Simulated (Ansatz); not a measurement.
# HfO2: O on a Hf site (antisite)

The reference is a 9-atom supercell of HfO₂ in the fluorite structure (space group Fm-3m, No. 225; a = 5.045 Å) at its relaxed geometry.

It is then changed as follows: one Hf atom is replaced by O, atoms relaxed at fixed cell, starting from a slightly rattled geometry.

Method: PBEsol/PAW in Ansatz (an electronic-structure program), no spin-orbit coupling, earlier PAW set. k-mesh 8×8×8 (Γ-centred); smearing 0.01 eV (Fermi–Dirac).

The pressure goes from zero to 4.5 GPa and the largest displacement of a host atom from its site in the perfect cell comes out as 0.11 Å. The mean distance from the defect site to its nearest host atoms increases by 0.061 Å (2.18 Å → 2.25 Å).

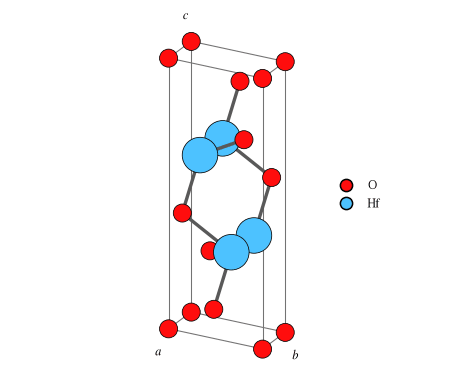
Fig. 1. The relaxed cell after the change

Other magnetic orders, which the real material may have, were not ruled out. In so small a cell the defect repeats every few ångströms: this is an ordered compound, not a dilute defect. The mesh was chosen for an insulator and is coarse for the gapless case. The defect cell is spin-polarised and ends with 6.0 μB. This is not the structure that HfO2 has at room temperature and ambient pressure.
